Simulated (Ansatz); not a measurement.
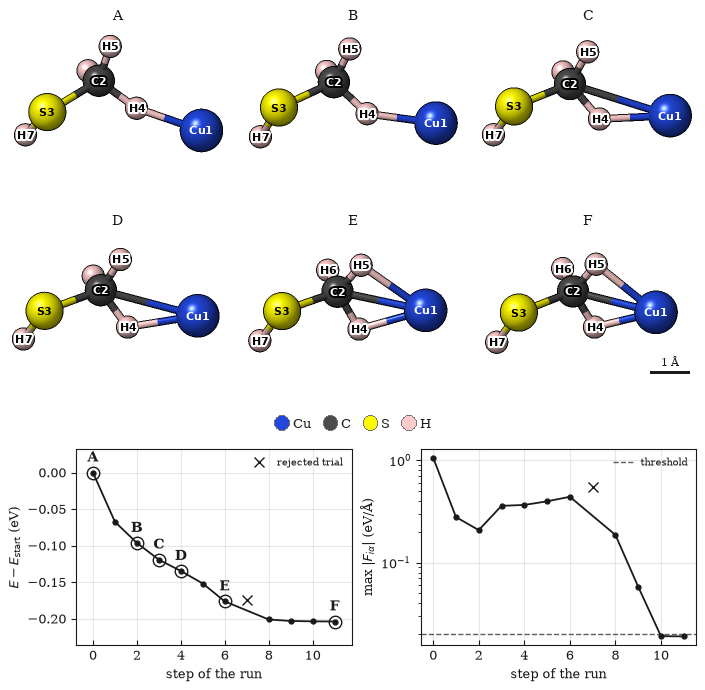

Frames of a relaxation of CH$_{4}$CuS (charge +1), marked on the history of the run. A ball-and-stick model, seen face on.

The run prepares the start of a later molecular dynamics calculation, from a guessed geometry.

Method: RKS revPBE-D4/def2-SVP in Ansatz. (no spin polarisation; force threshold 0.02 eV/Å; at most 40 steps)

Describe the path.

Answer. The atom that moves furthest after the best rigid fit is Cu1 (0.80 Å). Largest moves by element: Cu 0.80 Å, H 0.65 Å, C 0.20 Å, S 0.13 Å. Among the contacts that change: Cu1–H5 3.280 → 2.014 Å, Cu1–C2 2.952 → 2.234 Å, C2–H4 1.211 → 1.161 Å, C2–H5 1.087 → 1.128 Å. New bonds form, among them: Cu1–H5 (3.28 → 2.01 Å). Bond angles that change, for instance: Cu1–H4–C2 162.7° → 95.9°, H4–C2–H5 107.1° → 117.0°, H5–C2–H6 110.6° → 105.3°. Groups turn about C2–S3 by about 30°. After 10 accepted moves (11 points after the start) the energy has fallen by 0.204 eV. Largest force component: 1.1 eV/Å at the start, 0.019 eV/Å at the end. The line search rejected the trial step at point 7 of the run. From step 0 to 2: Cu1 moves most (0.20 Å), energy −0.096 eV. From step 2 to 3: Cu1 moves most (0.19 Å), energy −0.023 eV. From step 3 to 4: Cu1 moves most (0.15 Å), energy −0.016 eV. From step 4 to 6: Cu1 moves most (0.37 Å), energy −0.042 eV. From step 6 to 11: Cu1 moves most (0.15 Å), energy −0.027 eV.

```json
{"step": "0", "E − E(0), eV": "0.0000", "largest force component, eV/Å": "1.0610", "note": ""}
{"step": "1", "E − E(0), eV": "-0.0673", "largest force component, eV/Å": "0.2789", "note": ""}
{"step": "2", "E − E(0), eV": "-0.0963", "largest force component, eV/Å": "0.2078", "note": ""}
{"step": "3", "E − E(0), eV": "-0.1192", "largest force component, eV/Å": "0.3589", "note": ""}
{"step": "4", "E − E(0), eV": "-0.1347", "largest force component, eV/Å": "0.3662", "note": ""}
{"step": "5", "E − E(0), eV": "-0.1519", "largest force component, eV/Å": "0.3971", "note": ""}
{"step": "6", "E − E(0), eV": "-0.1763", "largest force component, eV/Å": "0.4402", "note": ""}
{"step": "7", "E − E(0), eV": "-0.1737", "largest force component, eV/Å": "0.5455", "note": "rejected"}
{"step": "8", "E − E(0), eV": "-0.2011", "largest force component, eV/Å": "0.1866", "note": ""}
{"step": "9", "E − E(0), eV": "-0.2031", "largest force component, eV/Å": "0.0582", "note": ""}
{"step": "10", "E − E(0), eV": "-0.2036", "largest force component, eV/Å": "0.0191", "note": ""}
{"step": "11", "E − E(0), eV": "-0.2038", "largest force component, eV/Å": "0.0190", "note": ""}
```
